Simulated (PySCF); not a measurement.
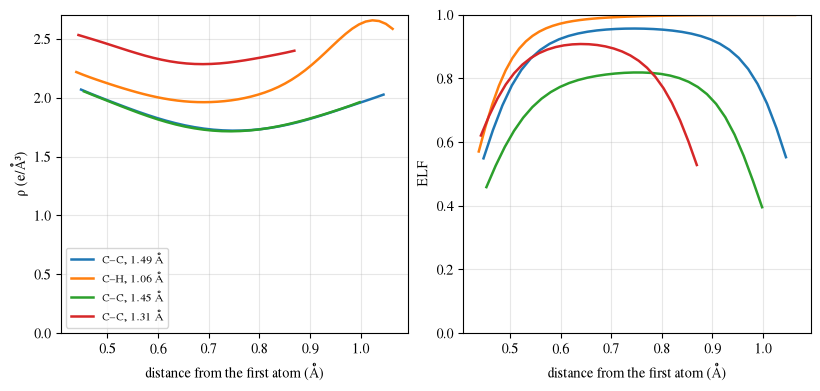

C₈H₁₀ (SMILES C1=CC1=CC1CCC1). Electron density and ELF along straight lines between neighbouring atoms. The curves leave out the atomic cores.

Geometry: GFN2-xTB.

Level of theory: PBE0/pcSseg-1, SCF density, gas phase, non-relativistic in PySCF.

```xyz
18

C     2.6027    0.7513    1.6815
C     3.0418   -0.4945    1.7460
C     1.7918   -0.2710    1.0424
C     0.7412   -0.6638    0.3618
C    -0.3222    0.2649   -0.1240
C    -0.6815    0.1848   -1.6247
C    -2.1698    0.1193   -1.2553
C    -1.7830   -0.1112    0.2119
H     2.7432    1.7768    1.9253
H     3.7819   -1.1827    2.0763
H     0.6112   -1.7109    0.1229
H    -0.0874    1.2861    0.1808
H    -0.3179   -0.7318   -2.0859
H    -0.3722    1.0318   -2.2335
H    -2.7436   -0.6755   -1.7280
H    -2.6854    1.0648   -1.4127
H    -2.2792    0.5193    0.9470
H    -1.8804   -1.1515    0.5166
```

What kind of bonding do the profiles show?

C–C (1.49 Å): the density is about 1.7 e/Å³ at the midpoint; the ELF peaks at about 0.95 between the atoms, as expected for localised, covalent bonding.
C–H (1.06 Å): ρ is about 2.1 e/Å³ halfway; the ELF climbs to about 1 towards the hydrogen, as it does in any bond to H; an ordinary covalent bond to hydrogen.
C–C (1.45 Å): ρ is about 1.7 e/Å³ halfway; the ELF peaks at about 0.80 between the atoms (localised, covalent bonding).
C–C (1.31 Å): ρ is about 2.3 e/Å³ halfway; the ELF peaks at about 0.90 between the atoms (a short, multiple covalent bond).
